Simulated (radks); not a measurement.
System: the Mn³⁺ ion, configuration [Ar] 3d4. Method: non-relativistic Kohn-Sham, exchange-only PBE, spin-unpolarised, spherical densities, point nucleus; computed with the in-house radial solver radks.

```
Z 25
configuration [Ar] 3d4
relativity non-relativistic
functional pbe,
spin unpolarised
nucleus point
```

Launched within a batch that task.json describes:
```bash
python run_ks.py task.json out
```

Wanted: the number of electrons inside radius r (solid) and the radial density 4πr²ρ (dashed).

The count levels off at 22 electrons. Half of them lie within 0.506 bohr, 90 % within 1.26 bohr and 99 % within 2.12 bohr. The radial density has minima at 0.0945 and 0.472 bohr, where the count stands at 2.1 and 10.6; these part the shells that the density resolves.

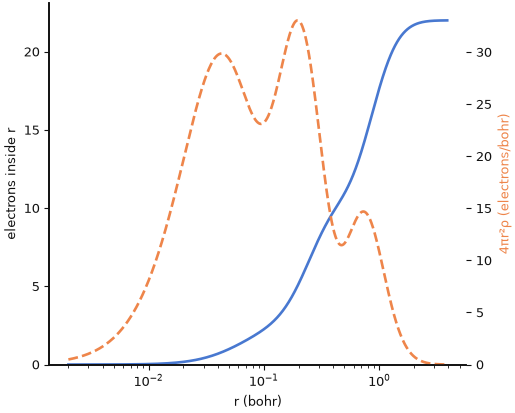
